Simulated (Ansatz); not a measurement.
# CH3FInO (charge +1): what the fields show

```xyz
7

C    -1.2199   -2.4402    0.3978
F    -2.2956   -2.0578    1.0828
In   -0.4422   -0.6604   -0.7181
O     0.3639    0.9547   -1.4395
H     0.1285    1.2444   -2.3385
H    -0.3825   -2.7375    1.0485
H    -1.4524   -3.1775   -0.3858
```

Geometry: B3LYP-D3(BJ)/def2-SVP; core potentials replace the inner electrons of In.

The calculation used isolated molecule in a Gaussian basis; Kohn-Sham density functional theory, functional PBE0 (Ansatz 0.2.0).

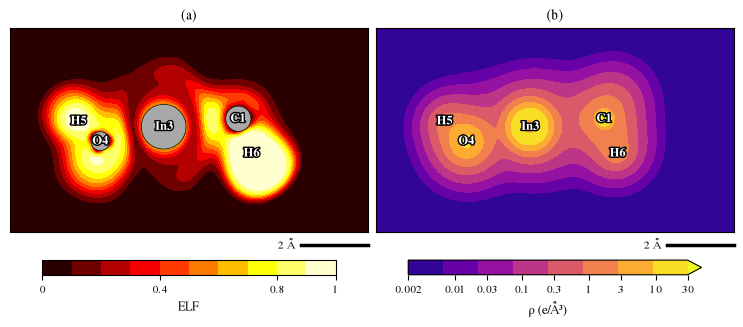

Figure 1. (a) ELF; (b) electron density on the plane of atoms In3, C1 and H6. Grey discs cover the atomic cores in the ELF map.

Read the bonding off the picture.

The plane passes through C, In, O and H nuclei. In–O (1.94 Å): the density is about 0.89 e/Å³ at the midpoint; the ELF peaks at about 0.80 in the valence shell of O, 0.6 Å from its nucleus, and drops to about 0.20 between the two atoms. C–In (2.24 Å): ρ at the midpoint is about 0.62 e/Å³; the ELF peaks at about 0.85 in the valence shell of C, 0.8 Å from its nucleus, and drops to about 0.25 between the two atoms. O–H (0.97 Å): the density is about 3.7 e/Å³ at the midpoint; the ELF climbs to about 1 towards the hydrogen, as it does in any bond to H; an ordinary covalent bond to hydrogen. C–H (1.10 Å): ρ is about 2.1 e/Å³ halfway; the ELF climbs to about 1 towards the hydrogen (an ordinary covalent bond to hydrogen). The ELF also peaks beside O4, away from the bonds: lone-pair regions.

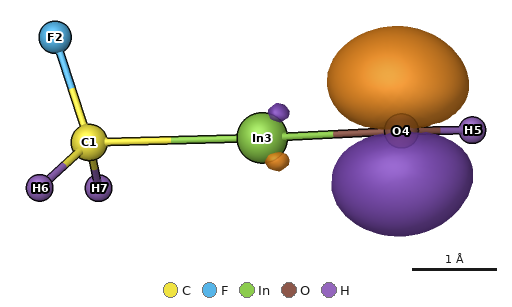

Figure 2. The HOMO−1 at ±0.2 Å⁻³ᐟ² (orange and purple are the two phases), seen at a tilt.

What is the character of this orbital?

Its weight (Hirshfeld) is mainly on O4 (about 85 %); largely a lone pair of O4. Its energy is −14.25 eV.

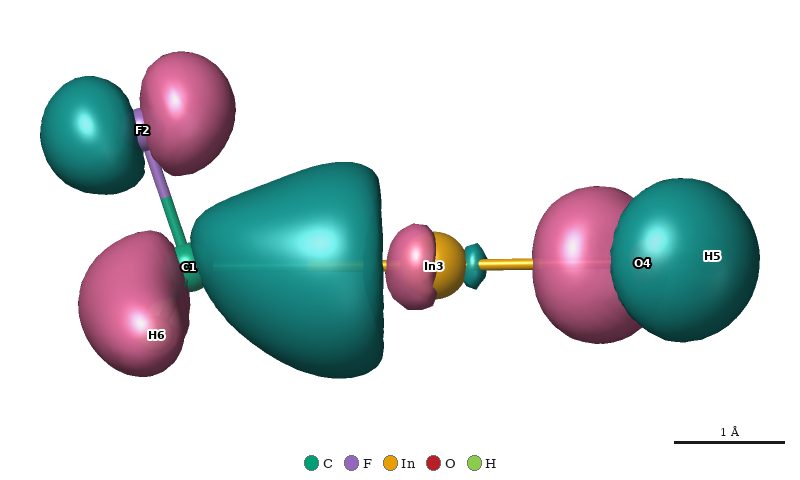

Figure 3. One frontier orbital at ±0.15 Å⁻³ᐟ² (teal and pink are the two phases), seen across its widest extent.

Which orbital is it: HOMO or LUMO?

The HOMO, at −14.04 eV. Its weight (Hirshfeld) is mainly on O4 (about 30 %), In3 (about 25 %), C1 (about 20 %) and F2 (about 15 %).
